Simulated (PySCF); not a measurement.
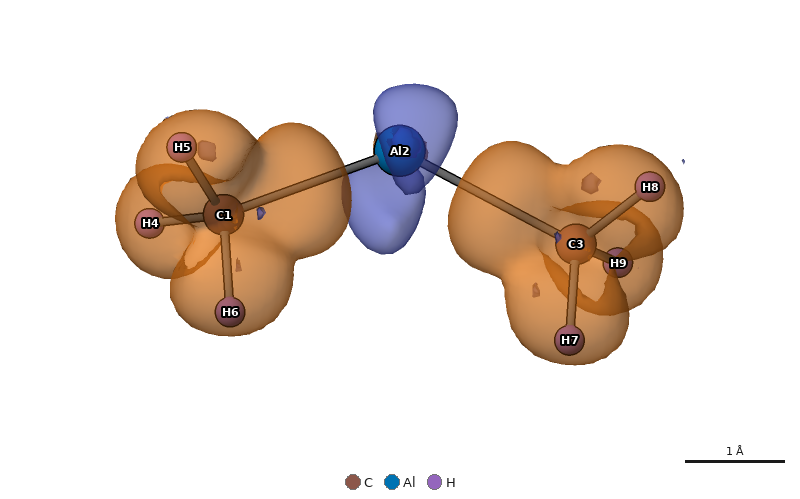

Figure 1: C2H6Al, doublet, SMILES `C[Al]C`. Deformation density (molecule less spherical, spin-averaged free atoms at the same positions), surfaces at ±0.07 e/Å³; orange: gain, blue: loss.

Computed with PySCF, HF/def2-SVP, geometry: GFN2-xTB. No frequency check shows the geometry to be a minimum. The stability of the open-shell solution wasn't checked. GFN2-xTB doesn't know the spin state, so this open-shell geometry is rough.

### Describe the bonding that the map shows.

C1–H6 and C3–H7: +0.61 e/Å³ at the bond critical point (bond length 1.10 Å, Mayer order 1.0). C1–H5, C3–H9, C1–H4 and C3–H8: +0.60 e/Å³ at the bond critical point (bond length 1.10 Å, Mayer order 1.0). C1–Al2 and Al2–C3: +0.14 e/Å³ at the bond critical point (bond length 2.02 Å, Mayer order 0.8). In all, 1.9 electrons gather in the regions of gain relative to the promolecule. A small or negative value marks a very polar bond, one between electron-rich atoms, whose free-atom densities already overlap strongly, a long bond to a heavier atom, or a closed-shell contact such as a hydrogen bond.

### Where do the Hirshfeld charges lie?

The highest Hirshfeld charge is on Al2 (+0.42 e), the lowest on C1 and C3 (−0.30 e).

| atom | charge (e) |
| --- | --- |
| C1 | −0.30 |
| Al2 | +0.42 |
| C3 | −0.30 |
| H4 | +0.03 |
| H5 | +0.03 |
| H6 | +0.03 |
| H7 | +0.03 |
| H8 | +0.03 |
| H9 | +0.03 |
